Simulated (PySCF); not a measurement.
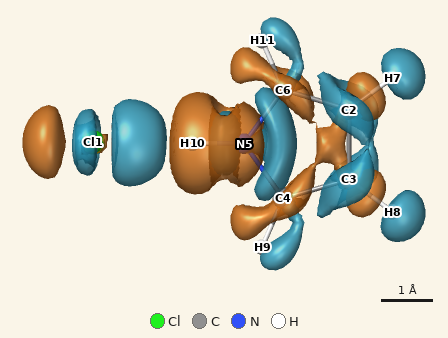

Figure. C4H5ClN, charge −1, SMILES `[Cl-].c1cc[nH]c1`. Density of the complex less the densities of the two fragments at the same geometry, ±0.008 e/Å³ (light blue: gain, orange: loss). Fragment A: Cl(−1) (atom 1); fragment B: H5C4N.

Level of theory: TPSS/aug-cc-pVDZ (PySCF), at a geometry from GFN2-xTB. GFN2-xTB bond lengths at metals and heavier atoms can be off by up to 0.1 Å and shapes distorted, which carries into these values.

Coordinates in Å:

```
Cl1      2.8144    0.0000    0.0000
C2      -2.3115   -0.7035    0.0000
C3      -2.3115    0.7036    0.0000
C4      -0.9962    1.0976    0.0000
N5      -0.2117   -0.0001    0.0000
C6      -0.9962   -1.0976    0.0000
H7      -3.1748   -1.3452    0.0000
H8      -3.1748    1.3453    0.0000
H9      -0.5724    2.0837    0.0000
H10      0.8246   -0.0007    0.0000
H11     -0.5724   -2.0837    0.0000
```

### How is the density rearranged on binding?

Hirshfeld charges show 0.055 e passing from A to B. By Hirshfeld charges, electrons gather most on C2 and C3 alike (−0.035 e) and leave Cl1 most (+0.055 e); 0.33 e is displaced in all.

### What is the interaction energy, and which contacts carry it?

The counterpoise-corrected interaction energy of the frozen fragments is −20.5 kcal/mol without dispersion correction and −21.8 kcal/mol with D3(BJ). The pair geometry is semi-empirical, not a minimum at this level. Contacts: Cl1···H10, hydrogen bond, 1.99 Å, ρ = 0.042 a.u. The pose is a local one from a semi-empirical search, not shown to be the most stable.

The PySCF run took 4.4 min on 1 thread of Intel(R) Xeon(R) Processor @ 2.50GHz (Skylake/Cascade Lake), on a shared host, peak memory 0.74 GiB.
